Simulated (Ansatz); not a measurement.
Nudged elastic band, with input and output: SnH3Cl2OF

System: SnH3Cl2OF.
Method: RKS CAM-B3LYP-D4/def2-SVP (Ansatz 0.2.0).

It belongs to a series of runs on one base structure; here: band between the two ends. Figures and captions count atoms from 1; the log counts them from 0 in places.

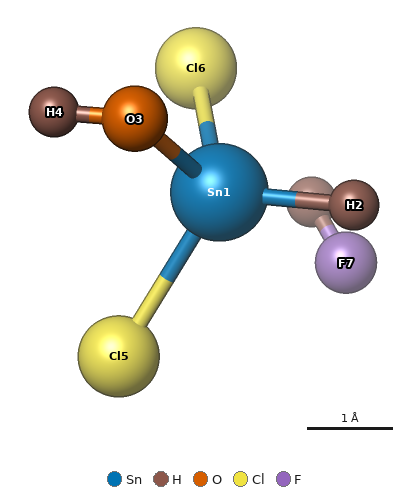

*The structure as given in the input (ball-and-stick view, seen at a tilt; atoms are numbered from 1 in the order of the input). Sticks mark near contacts.*

Bond lengths as drawn: Cl–Sn 2.33 to 2.38 Å, F–H 0.94 Å, H–O 0.97 Å, H–Sn 1.68 Å and O–Sn 1.96 Å.

Input file:
```yaml
crystal:
  periodic: [false, false, false]
  atoms:
    - { symbol: Sn, position_ang: [0.284173, 0.024666, 0.285633] }
    - { symbol: H, position_ang: [0.628947, 0.238665, 1.919186] }
    - { symbol: O, position_ang: [1.983967, -0.437463, -0.571154] }
    - { symbol: H, position_ang: [1.940108, -0.512871, -1.533886] }
    - { symbol: Cl, position_ang: [-0.574478, 1.822216, -0.918659] }
    - { symbol: Cl, position_ang: [-1.133922, -1.820532, -0.200188] }
    - { symbol: F, position_ang: [-2.150241, 0.25908, 1.559467] }
    - { symbol: H, position_ang: [-2.378957, -0.525862, 1.100101] }
basis:
  gaussian: { orbitals: def2-SVP }
hamiltonian:
  xc: cam_b3lyp
  dispersion: d4
neb:
  order_check: false
  images: 5
  f_tol: 0.03
  max_iterations: 60
  final_atoms:
    - { symbol: Sn, position_ang: [-0.68340678, -0.11139663, -0.81018649] }
    - { symbol: H, position_ang: [0.81536297, -0.05616008, 2.80823788] }
    - { symbol: O, position_ang: [1.18722719, -0.39633068, -0.36201773] }
    - { symbol: H, position_ang: [1.32019862, -0.35001624, 0.59758435] }
    - { symbol: Cl, position_ang: [-1.01504378, 1.84598608, -1.98233547] }
    - { symbol: Cl, position_ang: [-1.58118608, -1.9090545, -1.93865004] }
    - { symbol: F, position_ang: [-1.58593441, 0.05149558, 0.88126648] }
    - { symbol: H, position_ang: [0.14237927, -0.02662452, 2.44660102] }
  initial_path:
    images:
      - { positions_ang: [[0.284173, 0.024666, 0.285633], [0.628947, 0.238665, 1.919186], [1.983967, -0.437463, -0.571154], [1.940108, -0.512871, -1.533886], [-0.574478, 1.822216, -0.918659], [-1.133922, -1.820532, -0.200188], [-2.150241, 0.25908, 1.559467], [-2.378957, -0.525862, 1.100101]] }
      - { positions_ang: [[0.1872953, 0.01346238, 0.18703627], [0.45552397, 0.15954712, 1.97167191], [1.92306348, -0.32320807, -0.63516134], [1.98278499, -0.69542591, -1.31923498], [-0.74823805, 1.88228658, -0.86699652], [-1.17931441, -1.85595466, -0.37837233], [-2.10779841, 0.20151565, 1.30160459], [-1.91371986, -0.33432409, 1.37995242]] }
      - { positions_ang: [[0.09041759, 0.00225876, 0.08843954], [0.28210093, 0.08042925, 2.02415781], [1.86215997, -0.20895315, -0.69916868], [2.02546198, -0.87798081, -1.10458397], [-0.92199811, 1.94235715, -0.81533405], [-1.22470682, -1.89137733, -0.55655666], [-2.06535581, 0.1439513, 1.04374218], [-1.44848273, -0.14278618, 1.65980383]] }
      - { positions_ang: [[-0.00646011, -0.00894486, -0.01015719], [0.1086779, 0.00131137, 2.07664372], [1.80125645, -0.09469822, -0.76317603], [2.06813896, -1.06053572, -0.88993295], [-1.09575816, 2.00242773, -0.76367157], [-1.27009923, -1.92679999, -0.734741], [-2.02291322, 0.08638696, 0.78587977], [-0.98324559, 0.04875173, 1.93965525]] }
      - { positions_ang: [[-0.232109, -0.04309545, -0.27683362], [0.34423959, -0.01784578, 2.32050844], [1.59658003, -0.19524238, -0.62945659], [1.81882551, -0.82369589, -0.39409385], [-1.06885337, 1.95028051, -1.16989287], [-1.37379485, -1.92088483, -1.13604401], [-1.87725362, 0.0747565, 0.81767534], [-0.6080373, 0.02362631, 2.10863717]] }
      - { positions_ang: [[-0.45775789, -0.07724604, -0.54351006], [0.57980128, -0.03700293, 2.56437316], [1.39190361, -0.29578653, -0.49573716], [1.56951207, -0.58685607, 0.10174525], [-1.04194857, 1.89813329, -1.57611417], [-1.47749047, -1.91496966, -1.53734703], [-1.73159401, 0.06312604, 0.84947091], [-0.23282902, -0.0014991, 2.2776191]] }
      - { positions_ang: [[-0.68340678, -0.11139663, -0.81018649], [0.81536297, -0.05616008, 2.80823788], [1.18722719, -0.39633068, -0.36201773], [1.32019862, -0.35001624, 0.59758435], [-1.01504378, 1.84598608, -1.98233547], [-1.58118608, -1.9090545, -1.93865004], [-1.58593441, 0.05149558, 0.88126648], [0.14237927, -0.02662452, 2.44660102]] }
```

Machine: 4 threads of Arm Neoverse V1, 24 GiB of memory available, shared host.

Launched with:
```bash
ansatz run input.yaml --threads 4 --pin off --max-ram 5120MiB --backend cpu --events-out ev --progress --plain --runs-dir out
```

Output:
```
Engine: ansatz 0.2.0, aarch64-unknown-linux-gnu
Functional definition: CAM-B3LYP
  parameter alpha = 0.19
  parameter beta = 0.46
  parameter omega = 0.33/bohr
  parameter ac = 0.81
  exchange = (1 - alpha - beta)*b88_x + beta*b88_x_sr(omega) + alpha*exact_x + beta*exact_x_lr(omega)
  correlation = (1 - ac)*vwn5_c + ac*lyp_c
1149 factors; integrals over basis functions are off by at most 3.2e-4 eV
325 factors; integrals over basis functions are off by at most 8.1e-7 eV
mean field evaluation 1: about -35673.0657 eV, gradient 5.8e1 eV
mean field evaluation 2: about -35663.8645 eV, gradient 9.1e1 eV
mean field evaluation 4: about -35679.2222 eV, gradient 3.5e0 eV
mean field evaluation 8: about -35679.2764 eV, gradient 2.2e-1 eV
mean field evaluation 16: about -35679.2765 eV, gradient 7.4e-5 eV
mean field -35679.27654009 eV, -1311.1892285661 hartree, gradient 7.4e-5 eV, S^2 0.000000; 0 other end points of the search recorded, 0 dependent functions left out
the calculation of the forces begins
reference -35679.27666141 eV, -1311.1892330244 hartree; 38, 38 occupied and 67, 67 virtual orbitals, 1149 factors
1151 factors; integrals over basis functions are off by at most 2.8e-4 eV
325 factors; integrals over basis functions are off by at most 2.9e-6 eV
mean field evaluation 32: about -35679.1573 eV, gradient 7.8e-5 eV
mean field -35679.15727276 eV, -1311.1848455725 hartree, gradient 7.8e-5 eV, S^2 0.000000; 0 other end points of the search recorded, 0 dependent functions left out
[... from here on the field's lines of each further geometry are left out, up to the last ...]
NEB iter   1: max|band force component| = 8.658e1 eV/Å  barrier→ = 12.0567 eV  barrier← = 11.9321 eV  Δτ_max = 0.2000 Å  (200 SCF iters)
NEB iter   2: max|band force component| = 8.184e0 eV/Å  barrier→ = 2.0747 eV  barrier← = 1.9500 eV  Δτ_max = 0.2000 Å  (177 SCF iters)
NEB iter   3: max|band force component| = 1.981e0 eV/Å  barrier→ = 1.4483 eV  barrier← = 1.3236 eV  Δτ_max = 0.1921 Å  (175 SCF iters)
NEB iter   4: max|band force component| = 1.261e0 eV/Å  barrier→ = 1.3132 eV  barrier← = 1.1885 eV  Δτ_max = 0.1778 Å  (164 SCF iters)
NEB iter   5: max|band force component| = 1.758e1 eV/Å  barrier→ = 2.0765 eV  barrier← = 1.9519 eV  Δτ_max = 0.0919 Å  (169 SCF iters)
NEB iter   6: max|band force component| = 9.033e0 eV/Å  barrier→ = 1.4144 eV  barrier← = 1.2897 eV  Δτ_max = 0.1828 Å  (165 SCF iters)
NEB iter   7: max|band force component| = 3.869e0 eV/Å  barrier→ = 1.2282 eV  barrier← = 1.1035 eV  Δτ_max = 0.1974 Å  (164 SCF iters)
NEB iter   8: max|band force component| = 1.541e0 eV/Å  barrier→ = 1.0801 eV  barrier← = 0.9554 eV  Δτ_max = 0.2000 Å  (168 SCF iters)
NEB iter   9: max|band force component| = 2.578e0 eV/Å  barrier→ = 1.0057 eV  barrier← = 0.8810 eV  Δτ_max = 0.1025 Å  (170 SCF iters)
NEB iter  10: max|band force component| = 5.824e-1 eV/Å  barrier→ = 0.9737 eV  barrier← = 0.8490 eV  CI = image 3  Δτ_max = 0.2000 Å  (169 SCF iters)
NEB iter  11: max|band force component| = 8.004e-1 eV/Å  barrier→ = 0.8956 eV  barrier← = 0.7710 eV  CI = image 3  Δτ_max = 0.1954 Å  (164 SCF iters)
NEB iter  12: max|band force component| = 1.546e0 eV/Å  barrier→ = 0.9970 eV  barrier← = 0.8723 eV  CI = image 3  Δτ_max = 0.2000 Å  (164 SCF iters)
NEB iter  13: max|band force component| = 1.935e0 eV/Å  barrier→ = 1.2711 eV  barrier← = 1.1465 eV  CI = image 3  Δτ_max = 0.2000 Å  (163 SCF iters)
NEB iter  14: max|band force component| = 6.194e-1 eV/Å  barrier→ = 1.4628 eV  barrier← = 1.3381 eV  CI = image 3  Δτ_max = 0.1973 Å  (169 SCF iters)
NEB iter  15: max|band force component| = 3.131e-1 eV/Å  barrier→ = 1.4679 eV  barrier← = 1.3433 eV  CI = image 3  Δτ_max = 0.1305 Å  (161 SCF iters)
NEB iter  16: max|band force component| = 1.510e-1 eV/Å  barrier→ = 1.4471 eV  barrier← = 1.3224 eV  CI = image 3  Δτ_max = 0.0678 Å  (165 SCF iters)
NEB iter  17: max|band force component| = 1.156e-1 eV/Å  barrier→ = 1.4446 eV  barrier← = 1.3199 eV  CI = image 3  Δτ_max = 0.0592 Å  (168 SCF iters)
NEB iter  18: max|band force component| = 6.266e-2 eV/Å  barrier→ = 1.4424 eV  barrier← = 1.3177 eV  CI = image 3  Δτ_max = 0.0643 Å  (168 SCF iters)
NEB iter  19: max|band force component| = 6.781e-2 eV/Å  barrier→ = 1.4411 eV  barrier← = 1.3164 eV  CI = image 3  Δτ_max = 0.0320 Å  (165 SCF iters)
NEB iter  20: max|band force component| = 3.835e-2 eV/Å  barrier→ = 1.4397 eV  barrier← = 1.3150 eV  CI = image 3  Δτ_max = 0.0323 Å  (171 SCF iters)
NEB iter  21: max|band force component| = 2.891e-2 eV/Å  barrier→ = 1.4383 eV  barrier← = 1.3136 eV  CI = image 3  Δτ_max = 0.0323 Å  (163 SCF iters)
NEB iter  22: max|band force component| = 7.449e-2 eV/Å  barrier→ = 1.4372 eV  barrier← = 1.3126 eV  CI = image 3  Δτ_max = 0.0645 Å  (35 SCF iters)
NEB iter  23: max|band force component| = 3.071e-2 eV/Å  barrier→ = 1.4361 eV  barrier← = 1.3114 eV  CI = image 3  Δτ_max = 0.0792 Å  (166 SCF iters)
NEB iter  24: max|band force component| = 6.034e-2 eV/Å  barrier→ = 1.4358 eV  barrier← = 1.3112 eV  CI = image 3  Δτ_max = 0.0406 Å  (168 SCF iters)
NEB iter  25: max|band force component| = 1.512e-1 eV/Å  barrier→ = 1.4356 eV  barrier← = 1.3109 eV  CI = image 3  Δτ_max = 0.0201 Å  (170 SCF iters)
NEB iter  26: max|band force component| = 5.810e-2 eV/Å  barrier→ = 1.4348 eV  barrier← = 1.3101 eV  CI = image 3  Δτ_max = 0.0399 Å  (163 SCF iters)
NEB iter  27: max|band force component| = 5.041e-2 eV/Å  barrier→ = 1.4348 eV  barrier← = 1.3101 eV  CI = image 3  Δτ_max = 0.0399 Å  (146 SCF iters)
the calculation of the forces begins
reference -35679.13209595 eV, -1311.1839203417 hartree; 38, 38 occupied and 67, 67 virtual orbitals, 1152 factors
1151 factors; integrals over basis functions are off by at most 7.0e-4 eV
325 factors; integrals over basis functions are off by at most 9.6e-7 eV
mean field evaluation 1120: about -35677.8411 eV, gradient 1.3e-2 eV
mean field -35677.84110648 eV, -1311.1364773540 hartree, gradient 9.5e-6 eV, S^2 0.000000; 1 other end points of the search recorded, 0 dependent functions left out
the calculation of the forces begins
reference -35677.84122763 eV, -1311.1364818060 hartree; 38, 38 occupied and 67, 67 virtual orbitals, 1151 factors
NEB iter  28: max|band force component| = 2.424e-2 eV/Å  barrier→ = 1.4348 eV  barrier← = 1.3101 eV  CI = image 3  Δτ_max = 0.0000 Å  (297 SCF iters)
```

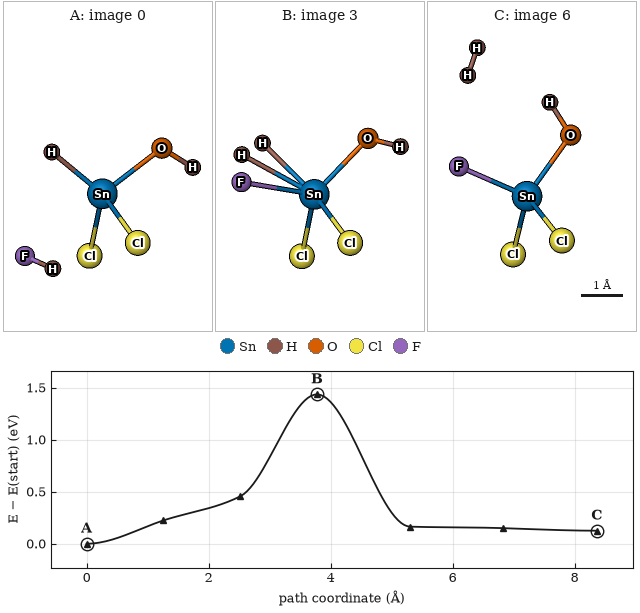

*Images of the last band (counted from 0; ball-and-stick, seen at a tilt) above the energy along the path; the line is a cubic interpolation that uses the forces.*

The highest image is number 3, 1.435 eV above the start and 1.310 eV above the end (the climbing image); the end lies 0.125 eV above the start. The path is 8.36 Å long. The band converged in 28 iterations.

```
Total energy: -35678.03709379 eV, -1311.1436797546 hartree
Atom 0 at    -0.292406    -0.020940    -0.083508 Å, force     0.001403    -0.001323    -0.002114 eV/Å
Atom 1 at     0.015852     0.736718     1.694135 Å, force     0.001519     0.001546    -0.000148 eV/Å
Atom 2 at     1.610798    -0.468060    -0.090107 Å, force    -0.002398    -0.000888    -0.001828 eV/Å
Atom 3 at     1.813575    -1.108091    -0.788433 Å, force     0.001663     0.000679     0.001632 eV/Å
Atom 4 at    -0.953060     1.990061    -1.026186 Å, force     0.000376     0.001287    -0.000801 eV/Å
Atom 5 at    -1.178091    -1.673221    -1.470126 Å, force    -0.000457     0.000990     0.000529 eV/Å
Atom 6 at    -1.616003    -0.577696     1.492798 Å, force    -0.001788    -0.003935     0.000265 eV/Å
Atom 7 at    -0.801067     0.169128     1.911926 Å, force    -0.000319     0.001645     0.002465 eV/Å
Dipole moment:     0.203793    -0.044590     0.065653 e Å
this run last wrote the band of iteration 28 to [file]; this run last wrote the band within `neb.f_tol` of iteration 21 to [file]
```

The last band as extended XYZ (Å, eV, eV/Å):
```
8
Properties=species:S:1:pos:R:3:forces:R:3 image=0 energy=-35679.47177
Sn    0.2842    0.0247    0.2856   -0.0031   0.0002  -0.0028
H     0.6289    0.2387    1.9192    0.0006   0.0007  -0.0002
O     1.9840   -0.4375   -0.5712   -0.0070  -0.0016  -0.0289
H     1.9401   -0.5129   -1.5339    0.0034   0.0011   0.0289
Cl   -0.5745    1.8222   -0.9187    0.0029   0.0015   0.0011
Cl   -1.1339   -1.8205   -0.2002    0.0033   0.0001   0.0032
F    -2.1502    0.2591    1.5595    0.0009  -0.0076  -0.0014
H    -2.3790   -0.5259    1.1001   -0.0010   0.0056   0.0002
8
Properties=species:S:1:pos:R:3:forces:R:3 image=1 energy=-35679.24816
Sn    0.1948    0.1201    0.0507    0.0380   0.0058   0.0090
H     0.3069    0.3598    1.7149    0.0377  -0.0120   0.0198
O     2.0156   -0.3414   -0.5113    0.0203   0.0120  -0.0382
H     2.0538   -0.8718   -1.3175    0.0055   0.0317  -0.0505
Cl   -0.5513    1.9899   -1.1198    0.0178  -0.0149  -0.0061
Cl   -1.0836   -1.6982   -0.6989    0.0014  -0.0201   0.1034
F    -2.2168    0.1622    1.5665   -0.0125   0.1195   0.0101
H    -2.1197   -0.6728    1.9560   -0.1083  -0.1219  -0.0475
8
Properties=species:S:1:pos:R:3:forces:R:3 image=2 energy=-35679.01671
Sn    0.0134    0.0755   -0.0546    0.0764   0.0188  -0.0108
H     0.1315    0.5073    1.5880    0.0320  -0.0612  -0.0235
O     1.8882   -0.3838   -0.3829    0.0980   0.0319  -0.0835
H     1.9993   -1.0451   -1.0776    0.0251   0.0189  -0.0955
Cl   -0.7337    1.9760   -1.1824    0.0487  -0.0063  -0.0320
Cl   -1.0962   -1.6974   -1.0895    0.0141  -0.0026   0.1112
F    -2.0783   -0.4013    1.6098   -0.0962   0.0571   0.0589
H    -1.5247    0.0167    2.2299   -0.1981  -0.0567   0.0752
8
Properties=species:S:1:pos:R:3:forces:R:3 image=3 energy=-35678.03697
Sn   -0.2924   -0.0209   -0.0835    0.0014  -0.0013  -0.0021
H     0.0159    0.7367    1.6941    0.0015   0.0015  -0.0001
O     1.6108   -0.4681   -0.0901   -0.0024  -0.0009  -0.0018
H     1.8136   -1.1081   -0.7884    0.0017   0.0007   0.0016
Cl   -0.9531    1.9901   -1.0262    0.0004   0.0013  -0.0008
Cl   -1.1781   -1.6732   -1.4701   -0.0005   0.0010   0.0005
F    -1.6160   -0.5777    1.4928   -0.0018  -0.0039   0.0003
H    -0.8011    0.1691    1.9119   -0.0003   0.0016   0.0025
8
Properties=species:S:1:pos:R:3:forces:R:3 image=4 energy=-35679.30812
Sn   -0.5834   -0.2688   -0.4160   -0.0091  -0.0060  -0.0041
H     0.3902    1.0047    2.2277    0.0051   0.0066   0.0109
O     1.2821   -0.6255    0.0084   -0.0039   0.0007   0.0038
H     1.6621   -1.3088   -0.5623   -0.0016  -0.0027   0.0027
Cl   -0.9432    1.9605   -0.8694   -0.0033  -0.0022   0.0014
Cl   -1.2459   -1.6088   -2.1836    0.0002  -0.0017  -0.0120
F    -1.6944   -0.7492    1.0696    0.0026  -0.0033  -0.0103
H    -0.2679    0.6437    2.3661    0.0101   0.0084   0.0077
8
Properties=species:S:1:pos:R:3:forces:R:3 image=5 energy=-35679.32253
Sn   -0.6295   -0.2172   -0.7488   -0.0001   0.0026  -0.0108
H     0.5964    0.6722    2.7239    0.0040  -0.0045   0.0004
O     1.2739   -0.5398   -0.5087   -0.0127  -0.0052  -0.0057
H     1.4678   -0.9323    0.3549    0.0055   0.0151   0.0249
Cl   -1.0474    1.9834   -1.2874    0.0015  -0.0027  -0.0029
Cl   -1.5424   -1.6388   -2.3187   -0.0061   0.0006  -0.0061
F    -1.4769   -0.6028    0.9331    0.0011  -0.0040  -0.0004
H    -0.0425    0.3231    2.4921    0.0067  -0.0019   0.0007
8
Properties=species:S:1:pos:R:3:forces:R:3 image=6 energy=-35679.34709
Sn   -0.6834   -0.1114   -0.8102    0.0008   0.0000  -0.0003
H     0.8154   -0.0562    2.8082   -0.0004  -0.0017  -0.0004
O     1.1872   -0.3963   -0.3620    0.0011   0.0010   0.0212
H     1.3202   -0.3500    0.5976   -0.0015   0.0002  -0.0201
Cl   -1.0150    1.8460   -1.9823   -0.0003   0.0004  -0.0008
Cl   -1.5812   -1.9091   -1.9386   -0.0001  -0.0006   0.0007
F    -1.5859    0.0515    0.8813   -0.0001   0.0006  -0.0006
H     0.1424   -0.0266    2.4466    0.0005   0.0000   0.0002
```

Results in brief:

| quantity | value |
| --- | --- |
| outcome | converged |
| barrier, forward | 1.435 eV |
| barrier, backward | 1.310 eV |
| wall time | 5 min (CPU time 18 min) |
| peak memory | 0.32 GiB |

Notes:

The order of the saddle point was not checked.
